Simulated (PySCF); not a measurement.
Dissociation curve of SMILES [F][Be][F] (BeF2). The Be1–F3 bond (Be1 also carries F; F3 carries nothing else) is pulled apart rigidly from the PBE0/def2-TZVP optimised geometry.

```
3

Be     0.0000     0.0000     0.0000
F     -0.0001     0.0001    -1.3784
F      0.0000     0.0000     1.3784
```

Computed with: RHF/6-31G (PySCF); RMP2 = MP2 on RHF/6-31G, 2 core orbitals frozen (PySCF 2.14.0); UHF/6-31G (PySCF); UKS-LDA (SVWN5) = unrestricted LDA (SVWN5)/6-31G in PySCF; UCCSD = CCSD on UHF/6-31G, 2 core orbitals frozen (PySCF 2.14.0).

Energies are in eV, each relative to the lowest point of its own curve near equilibrium.

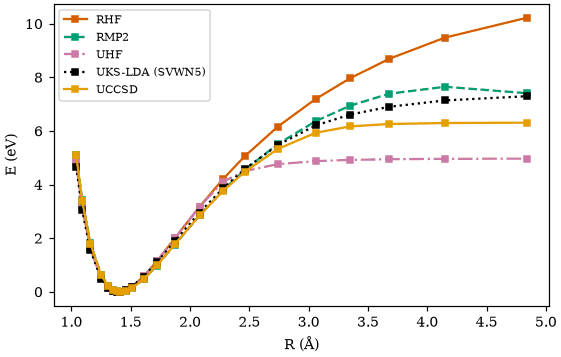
Figure: Energy against bond length for each method.

```csv
R / Å,RHF,RMP2,UHF,UKS-LDA (SVWN5),UCCSD
1.04,4.845,5.122,4.845,4.663,5.094
1.09,3.189,3.424,3.189,3.055,3.402
1.16,1.628,1.805,1.628,1.544,1.789
1.25,0.519,0.625,0.519,0.481,0.617
1.31,0.160,0.224,0.160,0.143,0.219
1.35,0.041,0.079,0.041,0.033,0.076
1.38,0.003,0.021,0.003,0.000,0.020
1.41,0.000,0.000,0.000,0.001,0.000
1.46,0.062,0.033,0.062,0.066,0.035
1.51,0.190,0.134,0.190,0.192,0.137
1.61,0.584,0.476,0.584,0.572,0.482
1.72,1.143,0.981,1.143,1.100,0.989
1.87,1.991,1.759,1.991,1.886,1.768
2.08,3.179,2.850,3.179,2.959,2.855
2.28,4.219,3.797,4.112,3.871,3.773
2.46,5.054,4.545,4.502,4.579,4.475
2.74,6.165,5.514,4.763,5.480,5.332
3.06,7.199,6.369,4.878,6.210,5.935
3.35,7.970,6.946,4.923,6.613,6.171
3.68,8.695,7.391,4.947,6.904,6.261
4.15,9.485,7.651,4.962,7.142,6.298
4.84,10.226,7.409,4.969,7.298,6.310
```

At the longest distance, 4.84 Å, RHF lies highest above its minimum (10.226 eV) and UHF lowest (4.969 eV).

The RMP2 curve passes through a maximum at 4.15 Å and then falls by 0.242 eV up to the last usable point.

The restricted form behind RHF, RMP2 keeps the bonding electrons paired and can't separate into open-shell fragments. The T1 diagnostic of CCSD on the restricted reference of RMP2 exceeds 0.045 at 2.74 to 4.84 Å. The unrestricted determinant behind UHF, UCCSD is spin-contaminated at 2.28 to 4.84 Å (<S²> up to 1.0, against 0.00 for a pure singlet). The unrestricted determinant behind UKS-LDA (SVWN5) is spin-contaminated at 3.06 to 4.84 Å (<S²> up to 0.7, against 0.00 for a pure singlet). At the longest distance UKS-LDA (SVWN5) leaves fractional charges on the fragments, a sign of delocalisation error or of the restricted form.
